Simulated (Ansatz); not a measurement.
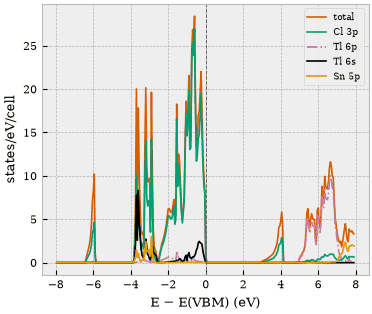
Total and projected density of states of Tl$_{2}$SnCl$_{6}$ in space group Fm-3m (No. 225; Tl on 8c, Sn on 4a, Cl on 24e), plane-wave PAW r²SCAN+D4 (Ansatz code)

### Question
Which orbitals carry the states next to the gap?

### Answer
Top 1 eV of the valence band: Cl 3p 91 %, Tl 6s 7 %. Bottom 1 eV of the conduction band: Cl 3p 49 %, Sn 5s 44 %. Projections are on Löwdin-orthogonalised atomic valence shells; empty p or d shells of many metals are not among them.

### Question
Where is the tallest occupied peak in this window, and what makes it?

### Answer
Near -0.6 eV, about 28 states/eV per cell; the largest projected share is Cl 3p.

The first step of the workflow began from a Materials Project structure, measured or hypothetical; the Crystallography Open Database files this formula in space group No. 225, but the cells were not matched. Whether it is the stable phase at ambient conditions was not checked. The r²SCAN+D4 relaxation kept the symmetry of its start; its stability against distortions is not shown here. Spin–orbit coupling is left out wherever it is not named.

Potentials: the later of the program's two PAW sets.
